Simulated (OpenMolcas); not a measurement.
**One shape, several levels: C2H6AlCl (dimethylaluminum chloride)**

We compute a comparison of 6 runs (B3LYP/6-31G*, BLYP/cc-pVDZ, M06-2X/cc-pVDZ, PBE0/cc-pVDZ, MP2/cc-pVDZ, CCSD(T)/cc-pVDZ) of C2H6AlCl (dimethylaluminum chloride). 

Program for the calculation: OpenMolcas 26.06.

1 further run of the same task is left out (set aside as unsound or not needed).

## Step 1: The system as given

C2H6AlCl has 10 atoms, charge 0, and is taken as a singlet. As SMILES, `[CH3][Al]([CH3])[Cl]`. The Al2–Cl4 distance was set to 2.748 Å, away from the relaxed value.

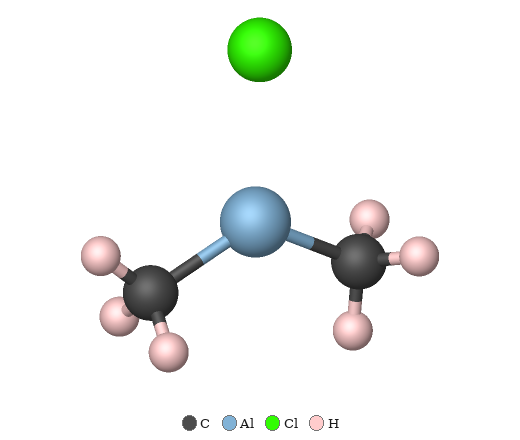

Viewed from a chosen angle; carbon dark grey, aluminium light blue, chlorine green, hydrogen pink.

## Step 2: The energy at B3LYP/6-31G(d) (Cartesian functions) (run 1)

Contents of struct.xyz:

```xyz
10

C     -0.259709     1.835664    -0.661311
Al     0.005691     0.030864     0.005489
C      1.000191    -0.454736     1.601389
Cl    -1.112300    -2.038200    -1.415400
H     -0.863409     1.861264    -1.570411
H     -0.752209     2.458864     0.092489
H      0.701791     2.313064    -0.878111
H      0.360391    -0.993736     2.307189
H      1.416691     0.414164     2.116689
H      1.824891    -1.130036     1.353089
```

Contents of mol.input:

```
&GATEWAY
BasLib=$CurrDir
Coord=struct.xyz
Basis=6-31Gs
Group=NoSym
&SEWARD
GridInput
Grid=UltraFine
End of Grid
&SCF
KSDFT=B3LYP
Thresholds=1e-10 1e-07 1e-07 1e-05
PrOrbitals=1 1
```

The basis set 6-31G* is read from a file made from the Basis Set Exchange's data (not shown).

The run is started by

```bash
export MOLCAS_MEM=1860
pymolcas mol.input > mol.log
```

The program printed:

```text
--- Start Module: gateway ---
[...]
--- Stop Module: gateway /rc=_RC_ALL_IS_WELL_ ---
--- Start Module: seward ---
[...]
      Basis functions           80
--- Stop Module: seward /rc=_RC_ALL_IS_WELL_ ---
[...]
--- Start Module: scf ---
[...]
       Convergence after  13 Iterations
[...]
::    Total KS-DFT energy                            -782.5006948335
[...]
      Total spin, S                                     0.0000000000
[...]
      Total electronic charge=   48.000000
      Total            charge=   -0.000000
[...]
      Dipole Moment (debye):
      Origin of the operator (angstrom)=   -0.2951   -0.5316   -0.3763
                   X=  2.3352E+00               Y=  4.3020E+00               Z=  2.9693E+00           Total=  5.7252E+00
      Quadrupole Moment (debye*angstrom):
[...]
--- Stop Module: scf /rc=_RC_ALL_IS_WELL_ ---
[...]
```

Run time: 27 s. Hardware: 1 thread of Intel Xeon Platinum 8259CL at 2.50GHz (Skylake/Cascade Lake), shared host; peak memory 0.45 GiB.

## Step 3: The energy at BLYP/cc-pVDZ (run 2)

Contents of calc.inp:

```
&GATEWAY
BasLib
$CurrDir
Coord
10
angstrom
C       -0.259709       1.835664      -0.661311
Al       0.005691       0.030864       0.005489
C        1.000191      -0.454736       1.601389
Cl      -1.112300      -2.038200      -1.415400
H       -0.863409       1.861264      -1.570411
H       -0.752209       2.458864       0.092489
H        0.701791       2.313064      -0.878111
H        0.360391      -0.993736       2.307189
H        1.416691       0.414164       2.116689
H        1.824891      -1.130036       1.353089
Basis
cc-pVDZ
Group
NoSym
&SEWARD
GridInput
Grid=UltraFine
End of Grid
&SCF
KSDFT
BLYP
Thresholds
1e-10 1e-07 1e-07 1e-05
PrOrbitals
1
```

The basis set cc-pVDZ is read from a file made from the Basis Set Exchange's data (not shown).

The run is started by

```bash
export MOLCAS_MEM=1860
pymolcas calc.inp > calc.log
```

The program printed:

```text
--- Start Module: gateway ---
[...]
--- Stop Module: gateway /rc=_RC_ALL_IS_WELL_ ---
--- Start Module: seward ---
[...]
      Basis functions           94
--- Stop Module: seward /rc=_RC_ALL_IS_WELL_ ---
[...]
--- Start Module: scf ---
[...]
       Convergence after  15 Iterations
[...]
::    Total KS-DFT energy                            -782.4325088383
[...]
      Total spin, S                                     0.0000000000
[...]
      Total electronic charge=   48.000000
      Total            charge=   -0.000000
[...]
      Dipole Moment (debye):
      Origin of the operator (angstrom)=   -0.2951   -0.5316   -0.3763
                   X=  2.1005E+00               Y=  3.8740E+00               Z=  2.6702E+00           Total=  5.1527E+00
      Quadrupole Moment (debye*angstrom):
[...]
--- Stop Module: scf /rc=_RC_ALL_IS_WELL_ ---
[...]
```

Wall time 43 s (1 thread of Intel Xeon Platinum 8259CL at 2.50GHz (Skylake/Cascade Lake), shared host); peak memory 0.52 GiB.

Runs 3 to 4 aren't shown in full; the table further down has their settings and results.

## Step 4: A single-point energy at MP2/cc-pVDZ (run 5)

Contents of run.inp:

```
* C2H6AlCl MP2
&GATEWAY
BasLib
$CurrDir
BasisSet
C.cc-pVDZ....
C1 -0.259709 1.835664 -0.661311 angstrom
C3 1.000191 -0.454736 1.601389 angstrom
End of Basis
BasisSet
Al.cc-pVDZ....
Al2 0.005691 0.030864 0.005489 angstrom
End of Basis
BasisSet
Cl.cc-pVDZ....
Cl4 -1.112300 -2.038200 -1.415400 angstrom
End of Basis
BasisSet
H.cc-pVDZ....
H5 -0.863409 1.861264 -1.570411 angstrom
H6 -0.752209 2.458864 0.092489 angstrom
H7 0.701791 2.313064 -0.878111 angstrom
H8 0.360391 -0.993736 2.307189 angstrom
H9 1.416691 0.414164 2.116689 angstrom
H10 1.824891 -1.130036 1.353089 angstrom
End of Basis
&SEWARD
&SCF
Thresholds
1e-10 1e-07 1e-07 1e-05
PrOrbitals
0
&MBPT2
Frozen
12
```

The basis set cc-pVDZ is read from a file made from the Basis Set Exchange's data (not shown).

The run is started by

```bash
export MOLCAS_MEM=1860
pymolcas run.inp > run.log
```

The program printed:

```text
--- Start Module: gateway ---
[...]
--- Stop Module: gateway /rc=_RC_ALL_IS_WELL_ ---
[...]
      Basis functions           94
[...]
--- Start Module: scf ---
[...]
       Convergence after  12 Iterations
[...]
::    Total SCF energy                               -780.6957713004
[...]
      Total spin, S                                     0.0000000000
[...]
      Total electronic charge=   48.000000
      Total            charge=   -0.000000
[...]
      Dipole Moment (debye):
      Origin of the operator (angstrom)=   -0.2951   -0.5316   -0.3763
                   X=  2.4353E+00               Y=  4.5048E+00               Z=  3.0949E+00           Total=  5.9836E+00
      Quadrupole Moment (debye*angstrom):
[...]
--- Stop Module: scf /rc=_RC_ALL_IS_WELL_ ---
[...]
--- Start Module: mbpt2 ---
[...]
WARNING!
Default frozen orbitals as non valence orbitals is overwritten by user input.
Default values:   9
[...]
       Reference weight ( Cref**2 )         =        0.84238
::    Total MBPT2 energy                             -781.1836334025
[...]
      Total MBPT2 calculations                           0.46      0.53
--- Stop Module: mbpt2 /rc=_RC_ALL_IS_WELL_ ---
[...]
```

Run time: 11 s. Hardware: 1 thread of Intel Xeon Platinum 8259CL at 2.50GHz (Skylake/Cascade Lake), shared host; peak memory 0.52 GiB.

## Step 5: A single-point energy at CCSD(T)/cc-pVDZ (run 6)

Contents of geom.xyz:

```xyz
10

C     -0.259709     1.835664    -0.661311
Al     0.005691     0.030864     0.005489
C      1.000191    -0.454736     1.601389
Cl    -1.112300    -2.038200    -1.415400
H     -0.863409     1.861264    -1.570411
H     -0.752209     2.458864     0.092489
H      0.701791     2.313064    -0.878111
H      0.360391    -0.993736     2.307189
H      1.416691     0.414164     2.116689
H      1.824891    -1.130036     1.353089
```

Contents of run.input:

```
&GATEWAY
BasLib=$CurrDir
Coord=geom.xyz
Basis=cc-pVDZ
Group=NoSym
&SEWARD
&SCF
Thresholds=1e-10 1e-07 1e-07 1e-05
PrOrbitals=1
&RASSCF
FileOrb=$Project.ScfOrb
Spin=1
Nactel=0 0 0
Inactive=24
Ras2=0
OutOrbitals=Canonical
OrbListing=Nothing
&MOTRA
JobIph
Frozen=12
&CCSDT
CCT
Triples=2
Iterations=80
Accuracy=1e-08
Extrapolation=5 4
```

The basis set cc-pVDZ is read from a file made from the Basis Set Exchange's data (not shown).

The run is started by

```bash
export MOLCAS_MEM=1860
pymolcas run.input > run.log
```

The program printed:

```text
--- Start Module: gateway ---
[...]
--- Stop Module: gateway /rc=_RC_ALL_IS_WELL_ ---
[...]
      Basis functions           94
[...]
       Convergence after  12 Iterations
[...]
::    Total SCF energy                               -780.6957713004
[...]
      Total spin, S                                     0.0000000000
[...]
      Number of active orbitals                  0
[...]
      Spin quantum number                      0.0
[...]
      Active orbitals                            0
[...]
      Number of CSFs                             1
[...]
      Number of root(s) required                 1
[...]
      Convergence after  4 iterations
[...]
      Natural orbitals and occupation numbers for root  1
      ************************************************************************************************************************
      *                                                    Final results                                                     *
      ************************************************************************************************************************
[...]
::    RASSCF root number  1 Total energy:   -780.69577130
[...]
      Total electronic charge=   48.000000
      Total            charge=   -0.000000
[...]
      Dipole Moment (debye):
      Origin of the operator (angstrom)=   -0.2951   -0.5316   -0.3763
                   X=  2.4353E+00               Y=  4.5048E+00               Z=  3.0949E+00           Total=  5.9836E+00
      Quadrupole Moment (debye*angstrom):
[...]
--- Start Module: motra ---
[...]
--- Stop Module: motra /rc=_RC_ALL_IS_WELL_ ---
[...]
--- Start Module: ccsdt ---
[...]
      Convergence after                    16  Iterations
      Total energy (diff) :    -781.23611560       0.00000001
[...]
 METHOD                       : CCSD+T(CCSD)+<T3(1)WT1> = CCSD(T)
[...]
       CCSD     =      -781.2361155971196
[...]
```

Run time: 83 s. Hardware: 1 thread of Intel Xeon Platinum 8259CL at 2.50GHz (Skylake/Cascade Lake), shared host; peak memory 0.52 GiB.

## Step 6: Overview of the runs

```tsv
run	level	Cartesian functions	integration grid	energy (Eh)	dipole moment (D) of the reference	HOMO energy (eV)	LUMO energy (eV)	wall time
1	B3LYP/6-31G* (Cartesian functions)	yes	UltraFine	-782.500695	5.73	-7.07	-1.59	27 s
2	BLYP/cc-pVDZ	no	UltraFine	-782.432509	5.15	-5.75	-1.98	43 s
3	M06-2X/cc-pVDZ	no	UltraFine	-782.409584	5.64	-8.60	-0.85	58 s
4	PBE0/cc-pVDZ	no	UltraFine	-782.128263	5.54	-7.34	-1.41	36 s
5	MP2/cc-pVDZ	no	–	-781.183633	5.98	-10.58	1.32	11 s
6	CCSD(T)/cc-pVDZ	no	–	-781.250209	5.98	-10.58	1.32	83 s
```

## Step 7: Outcome

```
                                           quantity          value
                                run 6: total energy  -781.25021 Eh
          run 6: dipole moment (mean-field density)         5.98 D
         run 6: HOMO energy (Hartree–Fock orbitals)      -10.58 eV
         run 6: LUMO energy (Hartree–Fock orbitals)        1.32 eV
       run 6: HOMO–LUMO gap (Hartree–Fock orbitals)       11.90 eV
run 6: correlation energy (12 core orbitals frozen)     -554.4 mEh
                              run 6: (T) correction     -14.09 mEh
```

What this shows: Over runs 1, 2, 3, 4 the dipole moment (its size) runs from 5.15 D (BLYP/cc-pVDZ) to 5.73 D (B3LYP/6-31G*). The two ends differ in method and basis. Over runs 1, 2, 3, 4 the HOMO–LUMO gap runs from 3.76 eV (BLYP/cc-pVDZ) to 7.75 eV (M06-2X/cc-pVDZ). Totals of different functionals can't be ranked against each other. All runs together took 4.3 min, the longest 83 s.
